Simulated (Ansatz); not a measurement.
# SnNH2F (SMILES [NH2][Sn][F]): RPA@PBE0/def2-SVP (core potential)

Aim: the vertical singlet–triplet gap of SnNH2F at RPA@PBE0/def2-SVP (core potential), from 2 runs. 

The results are computed with Ansatz 0.2.0.

69 further runs of the same task are left out: 69 set aside as unsound or not needed.

**1. The molecule**

The species is SnNH2F (5 atoms), meant as a singlet with charge 0. As SMILES, `[NH2][Sn][F]`. The coordinates come from a PBE0-D4/def2-TZVP relaxation. This is one conformer, not always the lowest.

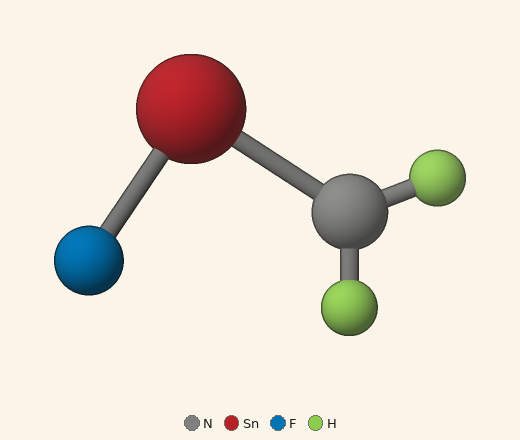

Viewed from a chosen angle; nitrogen grey, tin red, fluorine blue, hydrogen green.

**2. The energy at RPA@PBE0/def2-SVP (core potential)**

File in.yaml:

```yaml
basis:
  gaussian:
    orbitals: def2-SVP
crystal:
  periodic: [false, false, false]
  atoms:
    - {symbol: N, position_ang: [-0.302900, 0.495500, -0.393300]}
    - {symbol: Sn, position_ang: [0.338900, -0.053700, 1.423200]}
    - {symbol: F, position_ang: [0.966900, -1.775900, 0.754300]}
    - {symbol: H, position_ang: [-0.746800, 1.369300, -0.629100]}
    - {symbol: H, position_ang: [-0.206200, -0.108900, -1.196600]}
hamiltonian:
  xc: {name: PBE0}
correlation:
  method: rpa
  frozen_orbitals: {F: 1, H: 0, "N": 1, Sn: 4}
accuracy: high
```

Run with:

```bash
ansatz run in.yaml --threads 1 --pin off --max-ram 3480MiB --events-out events.jsonl --progress --plain --runs-dir runs
```

Log:

```text
Warning: RAYON_NUM_THREADS=1 ignored (pool sized by the plan → 1); use --threads N
Functional definition: PBE0
  name "PBE0"
  parameter a = 0.25
  parameter kappa = 0.804
  parameter beta = 0.06672455060314922
  exchange = (1 - a)*pbe_x(kappa = kappa, mu = beta*pi^2/3) + a*exact_x
  correlation = pbe_c(beta = beta)
1479 factors; integrals over basis functions are off by at most 3.2e-9 eV
mean field evaluation 1: about -10056.1091 eV, gradient 6.5e1 eV
mean field evaluation 2: about -10056.1986 eV, gradient 6.5e1 eV
mean field evaluation 4: about -10063.6433 eV, gradient 1.8e1 eV
mean field evaluation 8: about -10064.5955 eV, gradient 3.9e-1 eV
mean field evaluation 16: about -10064.6074 eV, gradient 2.0e-4 eV
mean field -10064.60738163 eV, -369.8674992392 hartree, gradient 4.2e-8 eV, S^2 0.000000; 0 other end points of the search recorded, 0 dependent functions left out
6 core orbitals not correlated: weight in the atoms' cores, before any rotation towards them, 1.000 or more for the frozen orbitals, at most 0.000 for the correlated occupied ones
reference -10021.92749809 eV, -368.2990424483 hartree; 14, 14 occupied and 44, 44 virtual orbitals, 1479 factors
Total energy: -10039.32065624 eV, -368.9382292210 hartree
```

Run time: 8.4 s. Hardware: 1 thread of Arm Neoverse V1, shared host; peak memory 0.23 GiB.

**3. The triplet**

File job.yaml:

```yaml
crystal:
  periodic: [false, false, false]
  atoms:
    - {symbol: N, position_ang: [-0.302900, 0.495500, -0.393300]}
    - {symbol: Sn, position_ang: [0.338900, -0.053700, 1.423200]}
    - {symbol: F, position_ang: [0.966900, -1.775900, 0.754300]}
    - {symbol: H, position_ang: [-0.746800, 1.369300, -0.629100]}
    - {symbol: H, position_ang: [-0.206200, -0.108900, -1.196600]}
basis:
  gaussian:
    orbitals: def2-SVP
correlation:
  method: rpa
  frozen_orbitals: {F: 1, H: 0, "N": 1, Sn: 4}
hamiltonian:
  xc: pbe0
accuracy: high
magnetization:
  spin_polarized: true
  initial_magnetization: 2
```

Run with:

```bash
ansatz run job.yaml --threads 1 --pin off --max-ram 3480MiB --events-out events.jsonl --progress --plain --runs-dir runs
```

Log:

```text
Warning: RAYON_NUM_THREADS=1 ignored (pool sized by the plan → 1); use --threads N
[... 7 set-up lines as earlier in the session ...]
1479 factors; integrals over basis functions are off by at most 3.2e-9 eV
mean field evaluation 1: about -10053.4241 eV, gradient 4.3e1 eV
mean field evaluation 2: about -10053.5211 eV, gradient 4.3e1 eV
mean field evaluation 4: about -10059.1601 eV, gradient 1.8e1 eV
mean field evaluation 8: about -10061.0615 eV, gradient 7.3e-1 eV
mean field evaluation 16: about -10061.0739 eV, gradient 1.0e-3 eV
mean field evaluation 32: about -10061.0771 eV, gradient 3.3e-2 eV
mean field evaluation 64: about -10044.2473 eV, gradient 3.1e1 eV
mean field evaluation 96: about -10060.9727 eV, gradient 7.5e-1 eV
mean field -10061.07782264 eV, -369.7377903386 hartree, gradient 2.6e-8 eV, S^2 2.006128; 3 other end points of the search recorded, 0 dependent functions left out
6 core orbitals not correlated: weight in the atoms' cores, before any rotation towards them, 1.000 or more for the frozen orbitals, at most 0.000 for the correlated occupied ones
reference -10018.87700418 eV, -368.1869388648 hartree; 15, 13 occupied and 43, 45 virtual orbitals, 1479 factors
Total energy: -10035.85916591 eV, -368.8110217974 hartree
```

It took 31 s on 1 thread of Arm Neoverse V1, shared host; peak memory 0.34 GiB.

**4. Results**

At RPA@PBE0/def2-SVP (core potential), 6 core orbitals frozen:

| quantity | value |
| --- | --- |
| singlet: total energy | -368.93823 Eh |
| singlet: RPA correlation energy (valence) | -639.2 mEh |
| triplet: total energy | -368.81102 Eh |
| triplet: RPA correlation energy (valence) | -624.1 mEh |
| triplet: ⟨S²⟩ of the reference determinant | 2.006 |
| vertical energy of the triplet above the singlet | 3.461 eV |

What this shows: At this shape the triplet lies 3.46 eV (334 kJ/mol) above the singlet.
